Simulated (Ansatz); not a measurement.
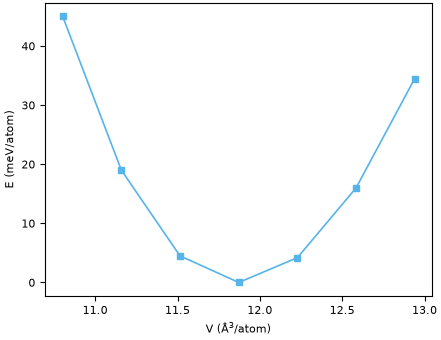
*B in space group Pm-3m (No. 221; B on 6f) under volume change, r²SCAN in the plane-wave PAW code Ansatz, shape and atoms relaxed at each volume.*

Problem. What does a third-order Birch–Murnaghan fit give for V₀, B₀ and B′?

Solution. V₀ = 11.87 Å³/atom, B₀ = 131 GPa, B′ = 3.4.

The start of the workflow was typed in or built on a structure type; neither database checked (COD, Materials Project) lists it. It is not the phase usual at ambient conditions (space group No. 166). The cell was relaxed with r²SCAN under the symmetry of its start; its stability against distortions is not shown here.

Potentials: the earlier of the program's two PAW sets.
